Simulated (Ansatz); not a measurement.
Fields on a plane of Se (trigonal-Se type, space group P3_121)

```yaml
crystal:
  lattice:
    - [4.50569, 0.00000, 0.00000]
    - [-2.25284, 3.90204, 0.00000]
    - [0.00000, 0.00000, 4.99129]
  atoms:
    - { symbol: Se, position: [0.21709, 0.00000, 0.83333] }
    - { symbol: Se, position: [0.00000, 0.21709, 0.16667] }
    - { symbol: Se, position: [0.78291, 0.78291, 0.50000] }
```

The slice is a (1 -1 0 0) plane (indices of the conventional cell) through the point (0.783, 0.783, 0.500) (fractional), spanned by u = [110] and v = [001] in vectors of this cell: u (4.51 Å) and v (4.99 Å, at 90° to u). It covers one period; positions are fractions (u, v).

Atoms on it: Se at (0.00, 0.00). Other atoms lie within 1 Å of the plane.

Method: r2SCAN (plane waves to 500 eV, PAW, scalar-relativistic; Ansatz, a program for electronic structure). k mesh 9×9×7. These are valence fields of a PAW run, semicore shells included where kept as valence: close to a nucleus they are smooth pseudo fields. Se was relaxed with its symmetry unable to fall.

```
|xxx57654211000001479998xx|
|xx5777653221100003799997x|
|6678876554444210025899987|
|8888877666777531013689998|
|8888777778899852001478888|
|7777777778999974100246777|
|5566667788999996200024555|
|3445566778999997310001233|
|2334566778999987410000111|
|1234566778888886410000001|
|1234566778888765310000000|
|1234567788776643210000000|
|1234677888776432100000000|
|1234678888765432100000000|
|1234677888776432100000000|
|1234567788776643210000000|
|1234566778888765310000000|
|1234566778888886410000001|
|2334566778999987410000111|
|3445566778999997310001233|
|5566667788999996200024555|
|7777777778999974100246777|
|8888777778899852001478888|
|8888877666777531013689998|
|6678876554444210025899987|
|xx5777653221100003799997x|
|xxx57654211000001479998xx|
|xxx56654210000001489998xx|
```
Scale: ten equal steps from 0.01 (start of '0') to 0.84 (end of '9'), in the order '0123456789'. Values: electron localisation function (ELF). The map has 25 points along u (one character each, u = 0 at the left) and 28 along v (v = 0 in the bottom row). Points within 0.5 Å of a nucleus are blanked (x), as the pseudised field means little there.

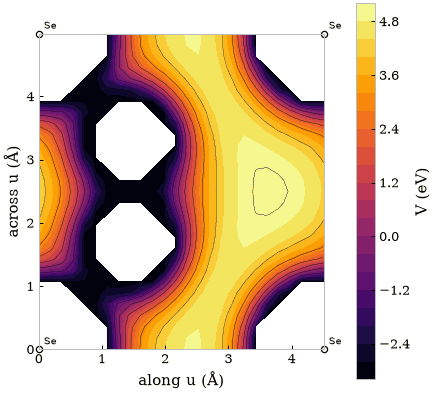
*Electrostatic potential energy of an electron, from the cell's mean, in eV, one period of the plane, atoms marked. Points within 1 Å of a nucleus are left white, as the pseudised field means little there. Values under -3 eV are set to -3. The zero, the cell's mean, hangs on the PAW cores.*
